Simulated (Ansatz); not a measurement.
# O3Si3: the cost of one run

Program: Ansatz 0.2.0. Level of theory: the levels named in each step. These are calculated values, not measurements.

## Step 1: Starting point

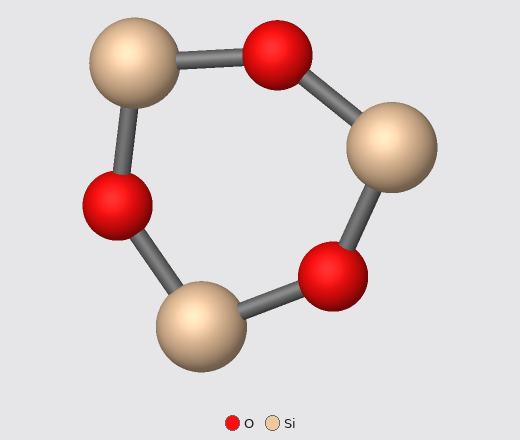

Start, viewed from a chosen angle; oxygen red, silicon light orange.

Structure file:

```xyz
6

O     0.9679   -0.9875    0.5354
Si   -0.5754   -1.5402    0.6480
O    -1.4511   -0.3048    0.0081
Si   -1.1537    1.1749   -0.6417
O     0.4835    1.2907   -0.5467
Si    1.7291    0.3654   -0.0060
```

## Step 2: A rough first relaxation, PBE-D4/def2-SVP

This run stands in another session on the same molecule. It ended at:

```xyz
6

O     0.9995   -1.0187    0.5546
Si   -0.6010   -1.6076    0.6769
O    -1.4982   -0.3157    0.0067
Si   -1.2042    1.2269   -0.6695
O     0.4988    1.3336   -0.5627
Si    1.8054    0.3801   -0.0088
```

## Step 3: Relaxation, PBE0-D4/def2-TZVPP

This run stands in another session on the same molecule. It ended at:

```xyz
6

O     0.9763   -0.9950    0.5418
Si   -0.5847   -1.5641    0.6586
O    -1.4634   -0.3084    0.0064
Si   -1.1717    1.1937   -0.6514
O     0.4872    1.3027   -0.5496
Si    1.7565    0.3697   -0.0086
```

## Step 4: Frequencies, PBE0-D4/def2-TZVPP

input.yaml reads:

```yaml
crystal:
  periodic: [false, false, false]
  atoms:
    - { symbol: O, position_ang: [0.97627233, -0.9949915, 0.54179226] }
    - { symbol: Si, position_ang: [-0.58469617, -1.56411496, 0.65857867] }
    - { symbol: O, position_ang: [-1.4633651, -0.3084275, 0.00638775] }
    - { symbol: Si, position_ang: [-1.17165567, 1.19370188, -0.65137796] }
    - { symbol: O, position_ang: [0.48722535, 1.30267822, -0.54959765] }
    - { symbol: Si, position_ang: [1.75649927, 0.36971384, -0.00863307] }
basis:
  gaussian: { orbitals: def2-TZVPP }
hamiltonian:
  xc: pbe0
  dispersion: d4
phonons: {}
```

The run is started by

```
ansatz run input.yaml --threads 4 --pin off --max-ram 10240MiB --backend cpu --events-out ev --progress --plain --runs-dir out
```

Q: Estimate wall time and peak memory on 4 threads of Intel Xeon Platinum 8259CL at 2.50GHz (Skylake/Cascade Lake), shared host.

About 1.7 min, with a peak of 0.71 GiB.
